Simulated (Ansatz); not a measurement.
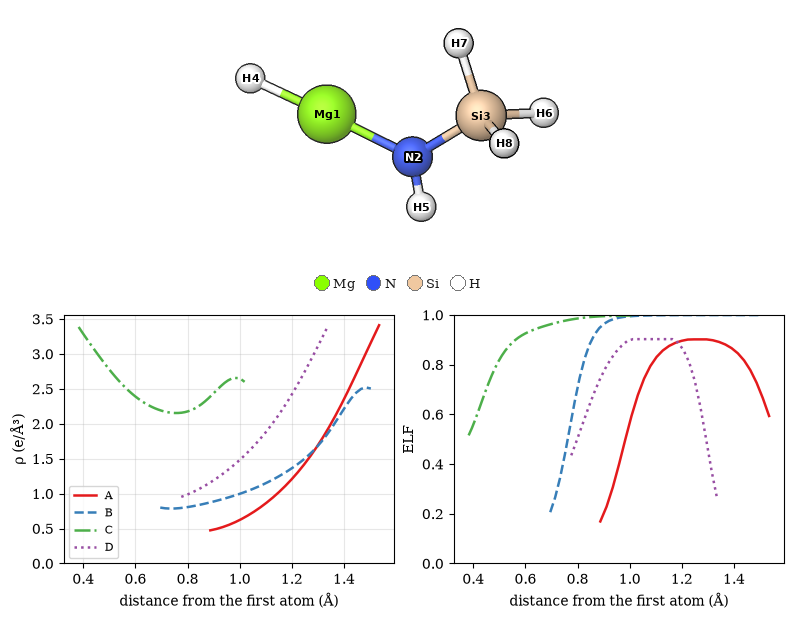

H₅MgNSi (SMILES [MgH][NH][SiH3]). Total electron density and electron localisation function along straight lines between neighbouring atoms. The curves leave out the atomic cores. The structure is drawn too.

Geometry: PBE0-D3(BJ)/def2-SVP.

Method: isolated molecule in a Gaussian basis; Kohn-Sham density functional theory, functional PBE0 (Ansatz).

| atom | x (Å) | y (Å) | z (Å) |
| --- | --- | --- | --- |
| Mg | -1.9469 | 0.4209 | 0.4373 |
| N | -0.9497 | 0.4147 | 2.0758 |
| Si | 0.7719 | 0.3971 | 2.1583 |
| H | -2.8647 | 0.4270 | -0.9864 |
| H | -1.4071 | 0.4218 | 2.9861 |
| H | 1.3629 | -0.8069 | 2.8364 |
| H | 1.2567 | 0.3881 | 0.7325 |
| H | 1.3878 | 1.5925 | 2.8295 |

### Which curve belongs to which contact (Mg–N, N–H, Si–H and Si–N)? The first atom named is at distance zero.

Curve A: Mg–N (1.92 Å): the density is about 0.55 e/Å³ at the midpoint; the ELF peaks at about 0.90 in the valence shell of N, 0.7 Å from its nucleus, and is about 0.40 at the midpoint; an ionic contact with no shared pair. Curve B: Si–H (1.50 Å): ρ is about 0.79 e/Å³ halfway; the ELF climbs to about 1 towards the hydrogen, as it does in any bond to H. Curve C: N–H (1.02 Å): the density is about 2.7 e/Å³ at the midpoint; the ELF climbs to about 1 towards the hydrogen: a covalent bond by its length. Curve D: Si–N (1.72 Å): the density is about 1.1 e/Å³ at the midpoint; the ELF peaks at about 0.90 between the atoms: a shared but strongly polarised pair.
